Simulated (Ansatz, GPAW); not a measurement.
## Ca3SnS (model structure): optical spectrum from first principles

Aim: the dielectric function of Ca3SnS (model structure), and the optical constants that follow from it. The cell was made here by substitution or stacking, whether or not such a phase is known. It was built so: All O replaced by S and Pb replaced by Sn in the Pm-3m structure of Ca3PbO. The cell is first relaxed with Ansatz.

Main program and level: GPAW 26.7.0; DFT, revPBE, plane-wave PAW (GPAW data sets), scalar-relativistic, RPA, optical limit.

### 1. Starting point

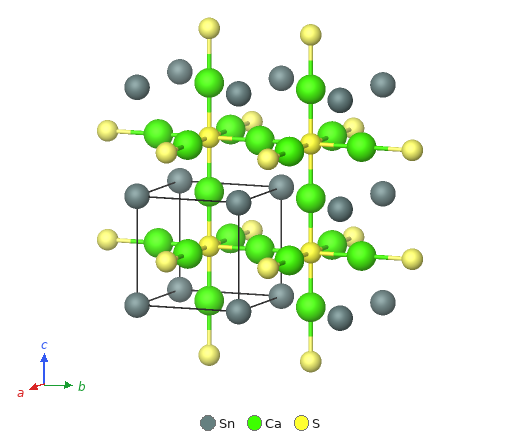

The starting structure, seen slightly off an axis (tin teal, calcium green, sulfur yellow). 1×2×2 cells are drawn. Some periodic images of atoms are drawn too.

### 2. Relaxation

Spectra hang on bond lengths, so the cell is first brought to its minimum.

This step: DFT, revPBE, plane-wave PAW, default files, scalar-relativistic, relaxation (Ansatz 0.2.0).

input.yaml

```yaml
crystal:
  lattice:
    - [5.03564, 0.0, 0.0]
    - [0.0, 5.03564, 0.0]
    - [0.0, 0.0, 5.03564]
  atoms:
    - { symbol: Sn, position: [0.0, 0.0, 0.0] }
    - { symbol: Ca, position: [0.5, 0.5, 0.0] }
    - { symbol: Ca, position: [0.5, 0.0, 0.5] }
    - { symbol: Ca, position: [0.0, 0.5, 0.5] }
    - { symbol: S, position: [0.5, 0.5, 0.5] }
kpoints:
  mp_grid: { grid: [5, 5, 5] }
scf:
  occupations: { method: fermi_dirac, width: 0.05 }
hamiltonian:
  xc: revpbe
output:
  forces: true
  stress: true
relax:
  f_tol: 0.02
  max_steps: 50
  cell: {}
```

Started as:

```sh
$ ansatz run input.yaml --threads 1 --pin off --max-ram 4096MiB --backend cpu --events-out ev --progress --plain --runs-dir out
```

Numbers of over 12 decimals in the logs are rounded to 6 here.

The log of the run:

```text
Engine: ansatz 0.2.0, aarch64-unknown-linux-gnu
Pseudopotentials: kind: paw
Pseudopotential: Sn, paw, valence charge 14, recommended cutoff 420 eV (normal), Sn.paw.azcp
Pseudopotential: Ca, paw, valence charge 10, recommended cutoff 420 eV (normal), Ca.paw.azcp
Pseudopotential: S, paw, valence charge 6, recommended cutoff 420 eV (normal), S.paw.azcp
Functional definition: revPBE
  parameter kappa = 1.245
  parameter beta = 0.066725
  exchange = pbe_x(kappa = kappa, mu = beta*pi^2/3)
  correlation = pbe_c(beta = beta)
Crystal: 5 atoms, lattice volume = 127.692 Å³
Basis set: ecut = 420 eV, 2517 PW (Γ), exchange–correlation on 72×72×72 points (8 copies of the dense FFT grid, shifted against one another)
Bands: 30, of which v1, the nominal top of the filled ones, is band 25 counted from 1 (24 counted from 0)
Symmetry: 48 space group operations
Space group: Pm-3m (ITA 221), of the structure as read, at distance tolerance 5.0e-5 Å
k-points: 10 of 125
Non-local potential: Sn, projectors of the file, l = 0: 2, l = 1: 2, l = 2: 2, l = 3: 2
Non-local potential: Ca, projectors of the file, l = 0: 3, l = 1: 2, l = 2: 2
Non-local potential: S, projectors of the file, l = 0: 2, l = 1: 2, l = 2: 2
PAW form: soft (Blöchl's): semilocal exchange-correlation on the pseudo side does not see the compensation charge
PAW frozen core: Sn, regenerated for the run's functional, and the local potential with it (the file was generated under x = pbe(κ = 0.804, μ = 0.219515), c = pbe(β = 0.066725))
PAW frozen core: Ca, regenerated for the run's functional, and the local potential with it (the file was generated under x = pbe(κ = 0.804, μ = 0.219515), c = pbe(β = 0.066725))
PAW frozen core: S, regenerated for the run's functional, and the local potential with it (the file was generated under x = pbe(κ = 0.804, μ = 0.219515), c = pbe(β = 0.066725))
PAW one-centre angular grid: Sn, 590 points (default); XC on 64 Gauss nodes
PAW one-centre angular grid: Ca, 110 points (default); XC on 64 Gauss nodes
PAW one-centre angular grid: S, 110 points (default); XC on 64 Gauss nodes
Initial density: superposition of atomic densities (neutral atoms: chi_scale 0, normalization atom), corrected by the library's trained network
Initial wavefunctions: pseudopotential atomic-orbital guess
Functional: x = revpbe(κ = 1.245, μ = 0.219515), c = pbe(β = 0.066725)
SCF iter   1: F=—  HF=-12399.550216 eV  |F-HF|=—  |Δ(HF+E_count)|=         —  Δρ=2.12e-3  dr2=1.06e-2  ethr=1.77e-3  ⟨swp⟩=11.1  Hψ=3740  notcnv=0  defer=5
automatic band count: the SCF goes on with 35 bands, as 30 were too few: the levels above may hold too much charge
preconditioner: auto → Resta (q_TF=auto, 2.334 Å⁻¹)  ε∞=4.9  [insulator: Δε(μ)=0.653 eV  Ē_g=6.207 eV  σ=0.050 eV  W_gap=0.57  n_scr=26 (ndim 8)  ℏωp=12.3 eV  f_vac=0.000  D(μ)=0.67/eV (n_scr^D=0)  ε∞_Penn≈4.9]
SCF iter   2: F=—  HF=-12399.548445 eV  |F-HF|=—  |Δ(HF+E_count)|=   1.77e-3  Δρ=1.15e-3  dr2=2.92e-3  ethr=2.12e-5  ⟨swp⟩=2.0  Hψ=510  notcnv=0  defer=8
SCF iter   3: F=—  HF=-12399.548435 eV  |F-HF|=—  |Δ(HF+E_count)|=   1.01e-5  Δρ=3.94e-4  dr2=2.66e-4  ethr=5.84e-6  ⟨swp⟩=2.0  Hψ=407  notcnv=0  defer=9
SCF iter   4: F=—  HF=-12399.548408 eV  |F-HF|=—  |Δ(HF+E_count)|=   2.75e-5  Δρ=1.25e-4  dr2=2.93e-5  ethr=5.32e-7  ⟨swp⟩=2.0  Hψ=459  notcnv=0  defer=9
SCF iter   5: F=—  HF=-12399.548333 eV  |F-HF|=—  |Δ(HF+E_count)|=   7.50e-5  Δρ=2.90e-5  dr2=1.24e-6  ethr=5.86e-8  ⟨swp⟩=2.0  Hψ=552  notcnv=0  defer=9
SCF iter   6: F=—  HF=-12399.548333 eV  |F-HF|=—  |Δ(HF+E_count)|=   1.51e-7  Δρ=8.93e-6  dr2=1.06e-7  ethr=2.49e-9  ⟨swp⟩=2.2  Hψ=438  notcnv=0  defer=9
SCF iter   7: F=-12399.548333 eV  HF=-12399.548333 eV  |F-HF|=5.46e-11  |Δ(HF+E_count)|=   3.96e-8  Δρ=1.94e-6  dr2=5.12e-9  ethr=2.00e-10  ⟨swp⟩=4.2  Hψ=981  notcnv=0
SCF 1 converged in 7 iterations: F = -12399.548333 eV  dr2 = 5.12e-9
  greatest PAW one-centre occupation: 0.995 electrons in one spin orbital (limit 2), on the Ca atom at site 2 (counted from 0), in its partial waves of l = 0
relax step   1: F+E_penalty+E_count = -12399.54833275 eV  Δ(F+E_penalty+E_count) = +0.000e0 eV  max|allowed force component| = 3.455e-29 eV/Å  Δτ_max = 0.0000 Å  P = +10.037 GPa  Ω = 127.692 Å³  (7 SCF iters, dr2 threshold 1.00e-7 eV, accepted)
Crystal: 5 atoms, lattice volume = 147.292 Å³
Basis set: ecut = 420 eV, 2897 PW (Γ), exchange–correlation on 72×72×72 points (8 copies of the dense FFT grid, shifted against one another)
Bands: 35, of which v1, the nominal top of the filled ones, is band 25 counted from 1 (24 counted from 0)
Initial density: handed on by an earlier stage of this run
Initial wavefunctions: those handed on with the density
iter 1 solved again at ethr=4.99e-4 eV; its pass at ethr=3.10e-3 eV (dr2=2.50e-1 eV) is discarded
SCF iter   1: F=—  HF=-12400.283445 eV  |F-HF|=—  |Δ(HF+E_count)|=         —  Δρ=6.36e-3  dr2=2.52e-1  ethr=4.99e-4  ⟨swp⟩=1.2  Hψ=2110  notcnv=0
preconditioner: auto → Resta (q_TF=auto, 2.279 Å⁻¹)  ε∞=4.8  [insulator: Δε(μ)=0.271 eV  Ē_g=5.901 eV  σ=0.050 eV  W_gap=0.87  n_scr=26 (ndim 8)  ℏωp=11.4 eV  f_vac=0.000  D(μ)=0.09/eV (n_scr^D=0)  ε∞_Penn≈4.8]
SCF iter   2: F=—  HF=-12400.220058 eV  |F-HF|=—  |Δ(HF+E_count)|=   6.34e-2  Δρ=2.82e-3  dr2=3.90e-2  ethr=4.99e-4  ⟨swp⟩=3.0  Hψ=492  notcnv=0
SCF iter   3: F=—  HF=-12400.212377 eV  |F-HF|=—  |Δ(HF+E_count)|=   7.68e-3  Δρ=1.02e-3  dr2=1.97e-3  ethr=7.80e-5  ⟨swp⟩=2.1  Hψ=537  notcnv=0  defer=20
SCF iter   4: F=—  HF=-12400.213144 eV  |F-HF|=—  |Δ(HF+E_count)|=   7.67e-4  Δρ=3.22e-4  dr2=2.57e-4  ethr=3.95e-6  ⟨swp⟩=2.0  Hψ=400  notcnv=0  defer=20
SCF iter   5: F=—  HF=-12400.212852 eV  |F-HF|=—  |Δ(HF+E_count)|=   2.92e-4  Δρ=4.22e-5  dr2=3.82e-6  ethr=5.13e-7  ⟨swp⟩=2.8  Hψ=558  notcnv=0  defer=20
SCF iter   6: F=-12400.212853 eV  HF=-12400.212853 eV  |F-HF|=2.36e-7  |Δ(HF+E_count)|=   9.72e-7  Δρ=1.68e-5  dr2=4.15e-7  ethr=1.00e-9  ⟨swp⟩=5.0  Hψ=1201  notcnv=0
SCF 2 converged in 6 iterations: F = -12400.212853 eV  dr2 = 4.15e-7
relax step   2: F+E_penalty+E_count = -12400.21285299 eV  Δ(F+E_penalty+E_count) = -6.645e-1 eV  max|allowed force component| = 9.427e-30 eV/Å  Δτ_max = 0.0000 Å  P = +1.770 GPa  Ω = 147.292 Å³  energy of the carried Pulay correction = -1.381e-3 eV  (6 SCF iters, dr2 threshold 5.00e-7 eV, accepted)
Crystal: 5 atoms, lattice volume = 152.290 Å³
Basis set: ecut = 420 eV, 2945 PW (Γ), exchange–correlation on 72×72×72 points (8 copies of the dense FFT grid, shifted against one another)
iter 1 solved again at ethr=1.99e-5 eV; its pass at ethr=3.10e-3 eV (dr2=9.95e-3 eV) is discarded
SCF iter   1: F=—  HF=-12400.248967 eV  |F-HF|=—  |Δ(HF+E_count)|=         —  Δρ=1.31e-3  dr2=1.03e-2  ethr=1.99e-5  ⟨swp⟩=1.1  Hψ=1922  notcnv=0
preconditioner: auto → Resta (q_TF=auto, 2.266 Å⁻¹)  ε∞=4.9  [insulator: Δε(μ)=0.115 eV  Ē_g=5.728 eV  σ=0.050 eV  W_gap=0.52  n_scr=26 (ndim 8)  ℏωp=11.3 eV  f_vac=0.000  D(μ)=0.31/eV (n_scr^D=0)  ε∞_Penn≈4.9]
SCF iter   2: F=—  HF=-12400.246421 eV  |F-HF|=—  |Δ(HF+E_count)|=   2.55e-3  Δρ=5.93e-4  dr2=1.44e-3  ethr=1.99e-5  ⟨swp⟩=2.0  Hψ=448  notcnv=0
preconditioner: auto → Kerker (q_TF=auto, 2.266 Å⁻¹)  [metal: Δε(μ)=0.085 eV  Ē_g=5.710 eV  σ=0.050 eV  W_gap=0.40  n_scr=26 (ndim 8)  ℏωp=11.3 eV  f_vac=0.000  D(μ)=0.37/eV (n_scr^D=0)]
SCF iter   3: F=—  HF=-12400.246202 eV  |F-HF|=—  |Δ(HF+E_count)|=   2.19e-4  Δρ=2.36e-4  dr2=1.12e-4  ethr=2.89e-6  ⟨swp⟩=2.0  Hψ=382  notcnv=0
SCF iter   4: F=—  HF=-12400.245821 eV  |F-HF|=—  |Δ(HF+E_count)|=   3.81e-4  Δρ=8.47e-5  dr2=2.26e-5  ethr=2.24e-7  ⟨swp⟩=2.1  Hψ=437  notcnv=0
SCF iter   5: F=—  HF=-12400.245826 eV  |F-HF|=—  |Δ(HF+E_count)|=   4.12e-6  Δρ=1.36e-5  dr2=5.89e-7  ethr=4.52e-8  ⟨swp⟩=3.0  Hψ=572  notcnv=0
SCF iter   6: F=-12400.245825 eV  HF=-12400.245825 eV  |F-HF|=1.57e-8  |Δ(HF+E_count)|=   2.96e-8  Δρ=7.00e-6  dr2=1.25e-7  ethr=1.00e-9  ⟨swp⟩=4.3  Hψ=963  notcnv=0
SCF 3 converged in 6 iterations: F = -12400.245825 eV  dr2 = 1.25e-7
relax step   3: F+E_penalty+E_count = -12400.24582549 eV  Δ(F+E_penalty+E_count) = -3.297e-2 eV  max|allowed force component| = 1.495e-29 eV/Å  Δτ_max = 0.0000 Å  P = +0.403 GPa  Ω = 152.290 Å³  energy of the carried Pulay correction = -1.702e-3 eV  (6 SCF iters, dr2 threshold 5.00e-7 eV, accepted)
[...]
relax step   4: F+E_penalty+E_count = -12400.24776550 eV  Δ(F+E_penalty+E_count) = -1.940e-3 eV  max|allowed force component| = 9.682e-29 eV/Å  Δτ_max = 0.0000 Å  P = +0.026 GPa  Ω = 153.827 Å³  energy of the carried Pulay correction = -1.799e-3 eV  (5 SCF iters, dr2 threshold 4.05e-7 eV, accepted)
Initial wavefunctions: pseudopotential atomic-orbital guess (no wavefunctions were taken with the density)
iter 1 solved again at ethr=4.65e-7 eV; its pass at ethr=3.10e-3 eV (dr2=2.32e-4 eV) is discarded
SCF iter   1: F=—  HF=-12400.250159 eV  |F-HF|=—  |Δ(HF+E_count)|=         —  Δρ=1.58e-4  dr2=5.10e-6  ethr=4.65e-7  ⟨swp⟩=3.4  Hψ=2934  notcnv=0
preconditioner: auto → Kerker (q_TF=auto, 2.262 Å⁻¹)  [metal: Δε(μ)=0.075 eV  Ē_g=5.673 eV  σ=0.050 eV  W_gap=0.35  n_scr=26 (ndim 8)  ℏωp=11.2 eV  f_vac=0.000  D(μ)=0.39/eV (n_scr^D=0)]
SCF iter   2: F=—  HF=-12400.249738 eV  |F-HF|=—  |Δ(HF+E_count)|=   4.21e-4  Δρ=8.22e-5  dr2=1.41e-6  ethr=1.02e-8  ⟨swp⟩=2.0  Hψ=602  notcnv=0
SCF iter   3: F=—  HF=-12400.249742 eV  |F-HF|=—  |Δ(HF+E_count)|=   3.96e-6  Δρ=9.27e-6  dr2=6.29e-8  ethr=2.81e-9  ⟨swp⟩=2.0  Hψ=600  notcnv=0
SCF iter   4: F=—  HF=-12400.249742 eV  |F-HF|=—  |Δ(HF+E_count)|=   4.01e-8  Δρ=2.26e-6  dr2=1.74e-8  ethr=1.26e-10  ⟨swp⟩=2.4  Hψ=612  notcnv=0
SCF iter   5: F=—  HF=-12400.249742 eV  |F-HF|=—  |Δ(HF+E_count)|=  2.69e-10  Δρ=7.27e-7  dr2=2.24e-9  ethr=3.47e-11  ⟨swp⟩=1.9  Hψ=417  notcnv=0
SCF iter   6: F=-12400.249742 eV  HF=-12400.249742 eV  |F-HF|=9.09e-12  |Δ(HF+E_count)|=  1.89e-10  Δρ=9.73e-8  dr2=1.80e-11  ethr=1.00e-12  ⟨swp⟩=3.9  Hψ=1348  notcnv=0
SCF 5 converged in 6 iterations: F = -12400.249742 eV  dr2 = 1.80e-11
relax step   5: F+E_penalty+E_count = -12400.24974183 eV  Δ(F+E_penalty+E_count) = -1.976e-3 eV  max|allowed force component| = 2.051e-29 eV/Å  Δτ_max = 0.0000 Å  P = +0.031 GPa  Ω = 153.827 Å³  stress off target by 3.15e-2 GPa  SCF on the basis re-selected at this cell (its energy is not comparable with the rows above)  (6 SCF iters)
basis re-selected at this cell: Δ(F+E_penalty+E_count) = -1.976e-3 eV, ΔP = +0.006 GPa vs the last step (what re-selecting the basis moved, of the pressure what is left beyond the Pulay correction that the steps carried, after the strain that the cell walked since its last selection, with what the two solves' SCF thresholds leave and, on support functions, any second-order correction that the steps lacked; it is no m [...]
SCF converged after 6 iterations
Free energy (F): -12400.249742 eV
Harris-Foulkes:  -12400.249742 eV  (|F-HF|=9.09e-12)
Internal energy: -12400.246572 eV  (E = F + TS)
E sigma→0 (E₀):  -12400.248157 eV
Entropy (-TS):   -0.003170 eV (-0.634 meV/atom)
Fermi energy:    7.382749 eV
--- Per-component energies (eV) ---
  E_band       = -589.357529
  E_kinetic    = 1128.269006
  E_local      = -3563.913089  (includes V_loc(G=0)·N_el)
  E_nonlocal   = 183.513610
  E_hartree    = 1457.476904
  E_xc         = -893.069839
  E_vxc        = -696.756938  (∫ρ·V_xc dr)
  E_paw        = -7329.526061  (= ΣΔE_a)
  E_vpaw       = -555.424079  (= ΣTr[D̂ρ^β])
  E_aug_tail   = -0.000019  (compensation charges beyond the density's cutoff)
  E_ewald      = -3382.876364
  E_core_change = -0.120720  (= ΣΔE_core)
  E_smearing   = -0.003170  (= −TS)
  E_closure    = 0.000000  (closes the sum)
  Σ components = -12400.249742   (vs F -12400.249742, Δ=0.00e0)
--- Forces (eV/Å), atoms counted from 1 ---
  atom   1  Sn    -0.00000000     0.00000000    -0.00000000
  atom   2  Ca    -0.00000000    -0.00000000     0.00000000
  atom   3  Ca     0.00000000     0.00000000     0.00000000
  atom   4  Ca     0.00000000    -0.00000000     0.00000000
  atom   5  S      0.00000000    -0.00000000    -0.00000000
  max |Σ_I F_I| component: 7.13e-29 eV/Å
--- Stress (GPa, compression-positive) ---
        0.031474       0.000000       0.000000
        0.000000       0.031474      -0.000000
        0.000000      -0.000000       0.031474
  P = ⅓ Tr σ = 0.0315 GPa (0.315 kbar)
--- Relaxed structure (4 steps of the walk, 4 accepted, 1 SCFs on fresh bases) ---
  F+E_penalty+E_count = -12400.24974183 eV   max|allowed force component| = 2.051e-29 eV/Å   (the final SCF, on the basis selected at the relaxed cell)
  cell:  # Å, volume = 153.8272 Å³
    - [5.358103, 0, 0]
    - [0, 5.358103, 0]
    - [0, 0, 5.358103]
  atoms:
    - { symbol: Sn, position: [0, 0, 0] }
    - { symbol: Ca, position: [0.500000, 0.500000, 0] }
    - { symbol: Ca, position: [0.500000, 0, 0.500000] }
    - { symbol: Ca, position: [0, 0.500000, 0.500000] }
    - { symbol: S, position: [0.500000, 0.500000, 0.500000] }
```

Elapsed: 11 s, on 1 thread of Arm Neoverse V2, shared host; peak memory 0.39 GiB.

Step by step:

| step | energy less that of the first step (eV) | largest force component (eV/Å) | pressure (GPa) | volume (Å³) |
| --- | --- | --- | --- | --- |
| 1 | 0.0000 | 0.0000 | 10.04 | 127.69 |
| 2 | -0.6645 | 0.0000 | 1.77 | 147.29 |
| 3 | -0.6975 | 0.0000 | 0.40 | 152.29 |
| 4 | -0.6994 | 0.0000 | 0.03 | 153.83 |
| 5* | -0.7014 | 0.0000 | 0.03 | 153.83 |

Relaxation steps marked * repeat the geometry before them on a plane-wave basis chosen anew for their cell, so energy and pressure can jump there.

The run keeps the 48 symmetry operations that it works with, so distortions that break them were not tested.

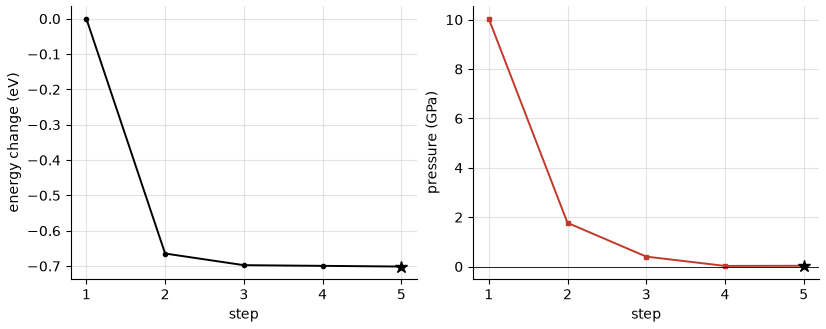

Energy and pressure along the relaxation. Stars mark steps on a basis chosen anew.

| conventional cell, symmetrised | before | after | change |
| --- | --- | --- | --- |
| a (Å) | 5.036 | 5.358 | +6.4 % |
| b (Å) | 5.036 | 5.358 | +6.4 % |
| c (Å) | 5.036 | 5.358 | +6.4 % |
| volume (Å³/atom) | 25.54 | 30.77 | +20.5 % |

The relaxed structure:

```xyz
5
Lattice="5.3581 0.0000 0.0000 0.0000 5.3581 0.0000 0.0000 0.0000 5.3581" Properties=species:S:1:pos:R:3 pbc="T T T"
Sn    0.0000    0.0000    0.0000
Ca    2.6791    2.6791    0.0000
Ca    2.6791    0.0000    2.6791
Ca    0.0000    2.6791    2.6791
S     2.6791    2.6791    2.6791
```

The relaxation ends with a pressure of 0.03 GPa.

(Continued in part 2 of 3.)

[Machine, clock and banner lines and Python warnings are left out of the logs.]

[Logs are printed without paths, hosts, clocks, repeated set-up lines and the standing remarks that a program may print on its own settings, such as how far it seeks lower states.]

[Hosts, paths, dates, database ids (printed as entryN), source tags and the programs' standing remarks are cut or masked in the printed files.]
